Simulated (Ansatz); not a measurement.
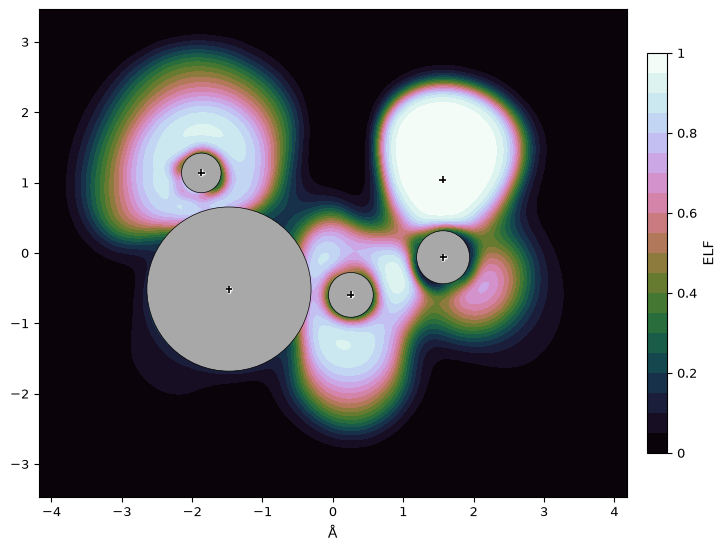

The electron localisation function on a plane through atoms (crosses mark nuclei in the plane; grey discs cover the cores).

The calculation used isolated molecule in a Gaussian basis; Kohn-Sham density functional theory, functional PBE0 in Ansatz.

Candidates:
A. Ga₂H₆O₂
B. H₆N₃Y
C. CH₃Cl₂NOW

> Which candidate gave the map?

Candidate C: CH₃Cl₂NOW on the plane of atoms N4, W6 and O5, which holds C, N, O, W and H. C–N (1.42 Å): the ELF peaks at about 0.95 between the atoms: localised, covalent bonding. W–O (1.70 Å): the ELF peaks at about 0.80 in the valence shell of O, 0.5 Å from its nucleus, and drops to about 0.35 between the two atoms.
